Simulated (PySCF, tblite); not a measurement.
**C6H3ClF radical: geometry, infrared bands and EPR parameters**

Wanted: the infrared bands and EPR parameters of C6H3ClF radical (`Fc1cc[c]cc1Cl`), by calculation.

Programs: tblite 0.8.0 and PySCF 2.14.0, with density-fitted response routines of our own. Each step states its level of theory. These are calculated values for one molecule in the gas phase, unless marked as measured. Atoms are numbered from 0 throughout.

### Step 1. Starting geometry

11 atoms, charge 0, multiplicity 2; geometry from: force field or distance geometry start.

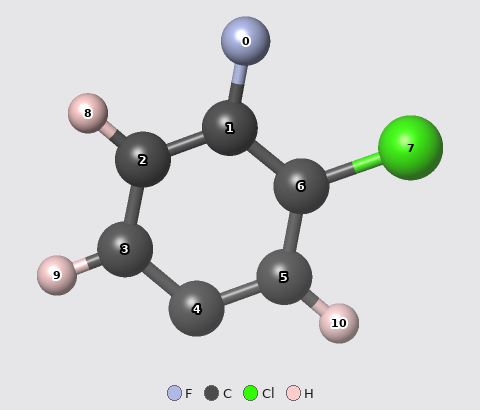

As it starts; fluorine light blue, carbon dark grey, chlorine green, hydrogen pink, atoms numbered; sticks join atoms by distance.

### Step 2. Geometry optimisation with GFN2-xTB

Job settings and geometry (Å):

```
{"job": {"kind": "relax", "xc": "GFN2-xTB", "basis": "xTB"}, "charge": 0, "multiplicity": 2}
F      1.141500     2.170900    -0.140900
C      0.494400     0.998600    -0.075300
C     -0.883500     0.975900    -0.104600
C     -1.571900    -0.229500    -0.040500
C     -0.856300    -1.430100     0.093000
C      0.533800    -1.411600     0.125200
C      1.218300    -0.191900     0.048200
Cl     2.944400    -0.176600     0.108800
H     -1.431900     1.911300    -0.198500
H     -2.661300    -0.265400    -0.059400
H      1.078000    -2.349000     0.217900
```

The run is started by

```
> OMP_NUM_THREADS=1 python probes_run.py task.json out
```

One launch serves the whole session: the jobs run in the order shown.

What it wrote:

```text
step      E/eV     max force
  0    -640.60949    2.471
  1    -640.69251    0.685
  2    -640.70977    0.319
  3    -640.71635    0.255
  4    -640.71900    0.122
  5    -640.71989    0.084
  6    -640.72033    0.072
  7    -640.72069    0.046
  8    -640.72082    0.026
  9    -640.72086    0.027
 10    -640.72091    0.028
 11    -640.72097    0.026
 12    -640.72101    0.015
 13    -640.72102    0.007
```

Wall time 0.06 s (1 thread of Arm Neoverse V2, shared host).

The steps of the relaxation:

| step | energy from step 0 (eV) | largest force (eV/Å) |
| --- | --- | --- |
| 0 | 0.0000 | 2.4707 |
| 1 | -0.0830 | 0.6846 |
| 2 | -0.1003 | 0.3188 |
| 3 | -0.1069 | 0.2550 |
| 4 | -0.1095 | 0.1218 |
| 5 | -0.1104 | 0.0844 |
| 6 | -0.1108 | 0.0723 |
| 7 | -0.1112 | 0.0458 |
| 8 | -0.1113 | 0.0262 |
| 9 | -0.1114 | 0.0268 |
| 10 | -0.1114 | 0.0283 |
| 11 | -0.1115 | 0.0258 |
| 12 | -0.1115 | 0.0152 |
| 13 | -0.1115 | 0.0073 |

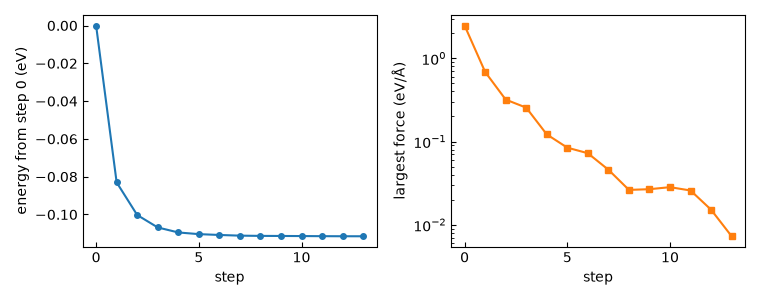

Energy and largest force along the relaxation.

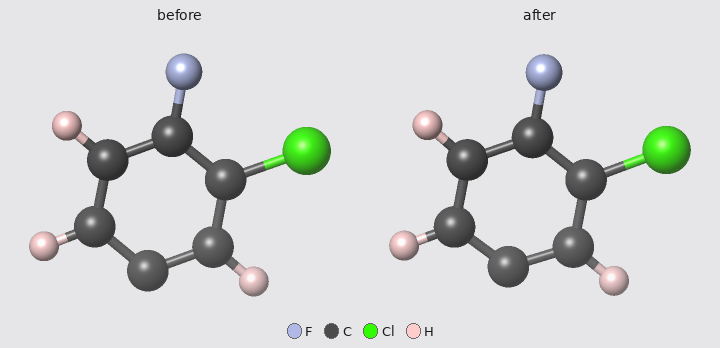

Before and after, at one scale.

Distances of close pairs at the start and the end, largest changes first:

| bond | before (Å) | after (Å) | change (Å) |
| --- | --- | --- | --- |
| C3–C4 | 1.404 | 1.364 | -0.040 |
| C4–C5 | 1.391 | 1.361 | -0.030 |
| C3–H9 | 1.090 | 1.078 | -0.012 |
| C5–H10 | 1.088 | 1.078 | -0.010 |
| C2–H8 | 1.088 | 1.079 | -0.009 |
| C1–C6 | 1.399 | 1.392 | -0.007 |
| C1–C2 | 1.378 | 1.384 | +0.005 |
| F0–C1 | 1.341 | 1.346 | +0.005 |

The final coordinates are the input of the step that follows.

### Step 3. Harmonic vibrations with GFN2-xTB

Job settings and geometry (Å):

```
{"job": {"kind": "ir", "xc": "GFN2-xTB", "basis": "xTB"}, "charge": 0, "multiplicity": 2}
F      1.133374     2.148231    -0.141425
C      0.485533     0.971114    -0.066015
C     -0.897560     0.971953    -0.107996
C     -1.583257    -0.236920    -0.032213
C     -0.825755    -1.365796     0.081038
C      0.533179    -1.419760     0.127382
C      1.219777    -0.205504     0.051953
Cl     2.942445    -0.165502     0.104288
H     -1.422856     1.909901    -0.200004
H     -2.660315    -0.261530    -0.061470
H      1.080859    -2.343517     0.218497
```

What it wrote:

```text
mode    cm-1     km/mol
  1     140.8      1.03
  2     198.0      0.85
  3     258.5      3.25
  4     343.7      1.79
  5     387.5      0.71
  6     464.7      4.04
  7     476.9      0.20
  8     513.9      0.17
  9     624.9      1.75
 10     650.9      4.34
 11     768.9     38.28
 12     789.0     40.98
 13     840.1      1.44
 14     884.4      0.73
 15    1008.4     35.39
 16    1074.0      3.08
 17    1123.9      6.46
 18    1187.9      0.58
 19    1225.8     65.65
 20    1253.0      3.57
 21    1383.3      9.05
 22    1409.8     44.29
 23    1512.8     26.28
 24    1595.2     19.85
 25    3093.6      1.91
 26    3100.8      4.61
 27    3103.7      4.65
```

Wall time 0.25 s (1 thread of Arm Neoverse V2, shared host).

The strongest bands and the atoms that carry them (share of the mass-weighted mode):

| cm⁻¹ | km/mol | atoms |
| --- | --- | --- |
| 769 | 38.3 | F0 25 %, C3 21 %, C4 19 %, C5 18 % |
| 789 | 41.0 | H9 37 %, H8 29 % |
| 1008 | 35.4 | C6 43 %, C2 21 % |
| 1226 | 65.7 | C1 35 %, H9 12 %, F0 11 % |
| 1383 | 9.1 | C1 38 %, C4 21 %, C6 12 %, C2 10 % |
| 1410 | 44.3 | C5 23 %, C3 21 %, C1 14 %, C4 10 % |
| 1513 | 26.3 | C2 29 %, C6 23 %, C1 18 %, C3 16 % |
| 1595 | 19.9 | C4 39 %, C1 18 %, C5 12 %, C3 12 % |

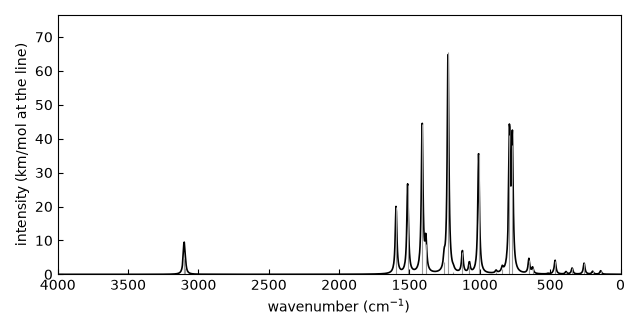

The infrared spectrum from these modes, unscaled. Lines are broadened to a width of 14 cm⁻¹ (Lorentzian).

### Step 4. g tensor and hyperfine couplings: B3LYP/pcH-1

Same as in step 3 but for these lines:

```diff
@@ -1,2 +1,2 @@
-{"job": {"kind": "ir", "xc": "GFN2-xTB", "basis": "xTB"}, "charge": 0, "multiplicity": 2}
+{"job": {"kind": "epr", "basis": "pcH-1"}, "charge": 0, "multiplicity": 2}
 F      1.133374     2.148231    -0.141425
```

Level: UKS B3LYP, pcH-1 on C Cl F H, non-relativistic, mean-field spin-orbit, GIAO.

What it wrote:

```text
UKS, coarse grid
  cycle   1  E = -790.35173361  |g| = 3.94e-01
  cycle   2  E = -790.27942159  |g| = 5.89e-01
  cycle   3  E = -790.40464396  |g| = 9.19e-02
  cycle   4  E = -790.40785398  |g| = 5.26e-02
  cycle   5  E = -790.40923037  |g| = 1.31e-02
  cycle   6  E = -790.40931353  |g| = 4.70e-03
  cycle   7  E = -790.40932941  |g| = 2.73e-03
  cycle   8  E = -790.40933698  |g| = 1.22e-03
  cycle   9  E = -790.40933987  |g| = 8.39e-04
UKS, final grid
  cycle   1  E = -790.40937828  |g| = 1.27e-03
  cycle   2  E = -790.40937667  |g| = 2.25e-03
  cycle   3  E = -790.40937948  |g| = 2.43e-04
  cycle   4  E = -790.40937957  |g| = 1.74e-04
  cycle   5  E = -790.40937969  |g| = 9.93e-05
  cycle   6  E = -790.40937970  |g| = 1.13e-05
E = -790.40937970 Eh   <S^2> = 0.7572 (exact 0.7500)
g shifts (ppm)      1          2          3
  rmc          -165       -165       -165
  gc             30         13        -17
  oz_so        -370        200       1473
  total        -505         48       1292
hyperfine (MHz)  atom isotope    a_iso     a_fc   dipolar eigenvalues
    0   19F       2.86       2.88    -20.41      6.53     13.88
    1   13C      -9.25      -9.25     -7.01      2.42      4.60
    2   13C      58.97      58.98     -6.14     -1.60      7.74
    3   13C      16.17      16.16    -13.75     -1.81     15.56
    4   13C     411.33     411.45    -79.70    -62.63    142.33
    5   13C      21.30      21.32    -13.34     -1.45     14.78
    6   13C      77.72      77.70     -5.31     -0.73      6.04
    7  35Cl       1.36       1.30     -3.58     -1.50      5.08
    8    1H      16.02      16.02     -2.93     -2.38      5.30
    9    1H      54.46      54.46     -6.84     -5.67     12.50
   10    1H      60.35      60.36     -6.70     -5.59     12.29
```

It took 58 s on 1 thread of Arm Neoverse V2, shared host; peak memory 0.86 GiB.

Principal g values 2.00181, 2.00237, 2.00361; g(iso) = 2.00260, against 2.00232 for a free electron.

Hyperfine couplings, nucleus by nucleus at this fixed geometry (no averaging over rotations):

| nuclei | isotope | a(iso) (MHz) | a(iso) (G, at g = 2.0023) | largest dipolar term (MHz) |
| --- | --- | --- | --- | --- |
| C4 | 13C | 411.3 | 146.8 | 142.3 |
| C6 | 13C | 77.7 | 27.7 | 6.0 |
| H10 | 1H | 60.4 | 21.5 | 12.3 |
| C2 | 13C | 59.0 | 21.0 | 7.7 |
| H9 | 1H | 54.5 | 19.4 | 12.5 |
| C5 | 13C | 21.3 | 7.6 | 14.8 |
| C3 | 13C | 16.2 | 5.8 | 15.6 |
| H8 | 1H | 16.0 | 5.7 | 5.3 |
| C1 | 13C | -9.3 | -3.3 | -7.0 |
| F0 | 19F | 2.9 | 1.0 | -20.4 |
| Cl7 | 35Cl | 1.4 | 0.5 | 5.1 |

Mulliken spin populations:

| atom | value (e) |
| --- | --- |
| F0 | 0.00 |
| C1 | -0.04 |
| C2 | 0.06 |
| C3 | -0.08 |
| C4 | 1.01 |
| C5 | -0.08 |
| C6 | 0.06 |
| Cl7 | 0.01 |
| H8 | 0.01 |
| H9 | 0.02 |
| H10 | 0.02 |

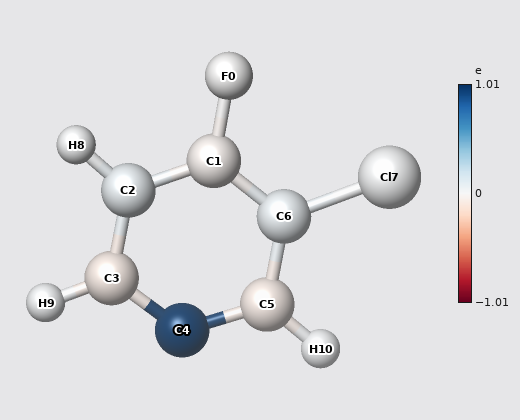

Mulliken spin populations, as colours on the atoms.

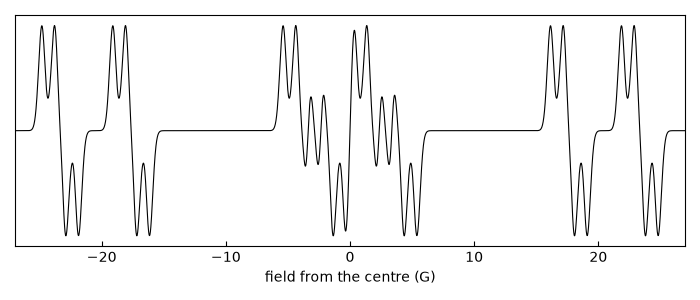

First-order isotropic spectrum (first derivative, main isotopes with spin only, couplings over 0.8 MHz, Gaussian width 0.3 G; couplings of the frozen geometry, rotation of groups not averaged beyond the rows shown).

The fields below are evaluated on a grid from the run's orbitals.

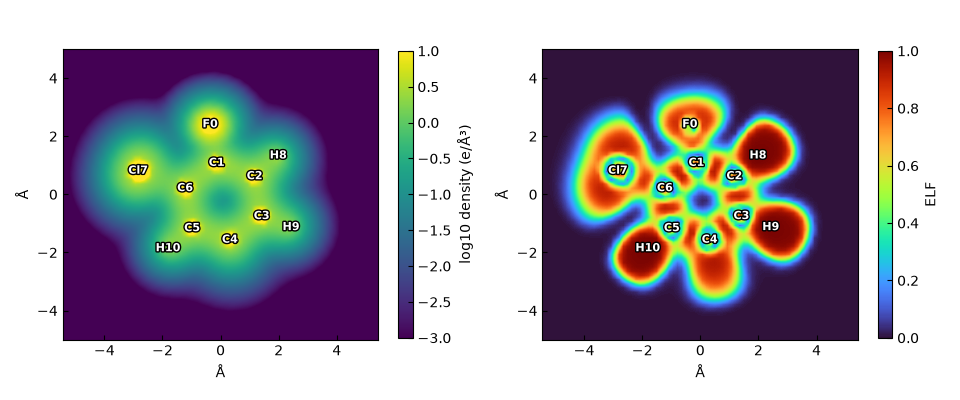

Density (left) and ELF (right) in a plane through or near 11 of the atoms.

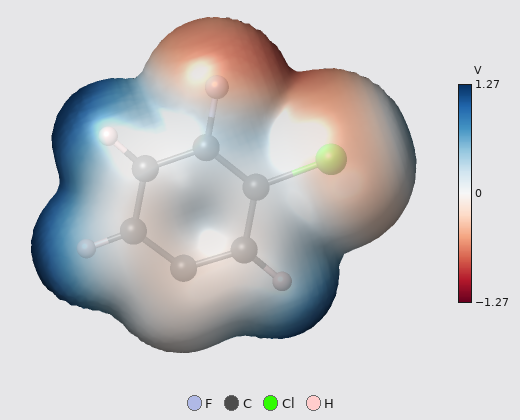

The potential that a unit positive charge feels on the 0.002 e/bohr³ surface, from -0.76 V near F0 to 1.27 V near H8.

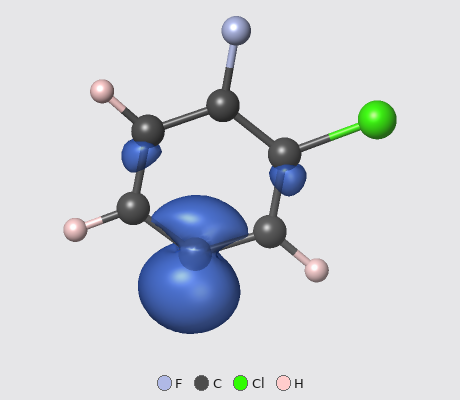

Spin density at ±0.05 e/Å³ (alpha excess blue, beta excess red).

### Step 5. Summary of results

```
                                                                  quantity                 value
                                 strongest single infrared mode (GFN2-xTB)  1226 cm⁻¹, 66 km/mol
                                              zero-point energy (GFN2-xTB)         42.0 kcal/mol
                                                            g(iso) (B3LYP)               2.00260
                                                                      ⟨S²⟩    0.757 (exact 0.75)
                                                            largest a(iso)  13C on C4, 411.3 MHz
potential on the surface of density 0.002 e/bohr³, 1st and 99th percentile    -0.76 V and 1.27 V
```

What this shows: Over 13 steps the energy fell by 0.112 eV; of the close pairs, C3–C4 changed most, 1.404 to 1.364 Å. All 27 modes are real, so the xTB geometry is a minimum. The strongest single mode, at 1226 cm⁻¹, has its largest shares on C1, H9 and F0 (the list is cut at 3 atoms). GFN2-xTB is a fitted tight-binding method: band positions and strengths are rough. Its intensities can rank the bands wrongly. C4 carries the largest spin population, 1.01 e. The isotropic g lies 0.3 ppt above the free-electron value. The conformer search found further structures of the same energy, which may be mirror or relabelled copies of this one.
